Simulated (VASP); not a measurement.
Band structure of CrGe₂ (relaxed from the fluorite structure, space group Fm-3m). Calculation: r2SCAN meta-GGA, VASP's PBE PAW potentials (set 64) (plane waves; VASP 6.6.1).

The moments were started parallel, and other spin orders were not tried in this run.

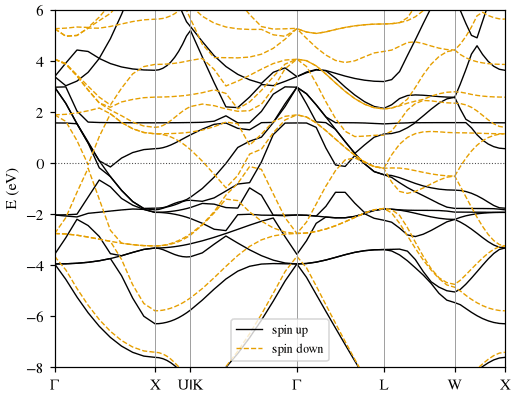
*Bands along high-symmetry lines, zero at the valence-band maximum or, without a gap, the Fermi level*

### Question
Read the plot: is there a gap, and where are the band edges?

### Answer
It has no gap at this level: it comes out as a metal or semimetal.

The structure was generated: CrGe2 was put into the fluorite type (Fm-3m), which need not be its known phase. It was relaxed first.
